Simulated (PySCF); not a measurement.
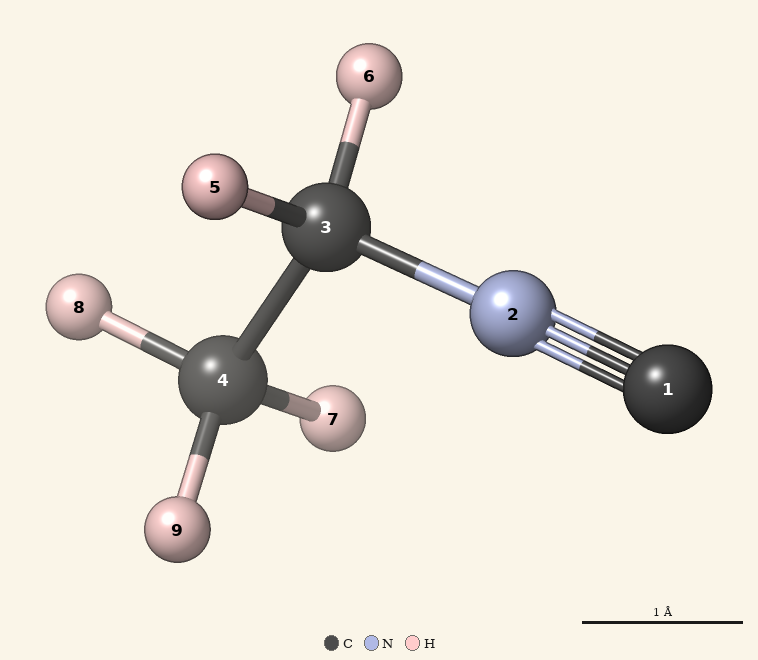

Orthographic view. Atoms fade into the background with distance from the viewer. The computed structure is the end point of a PBE0-D3(BJ)/def2-SVP optimisation. No frequency run is at hand to confirm it as a minimum.

List the bonded neighbours of every atom.

C1: N2
N2: C1, C3
C3: N2, C4, H5, H6
C4: C3, H7, H8, H9
H5: C3
H6: C3
H7: C4
H8: C4
H9: C4
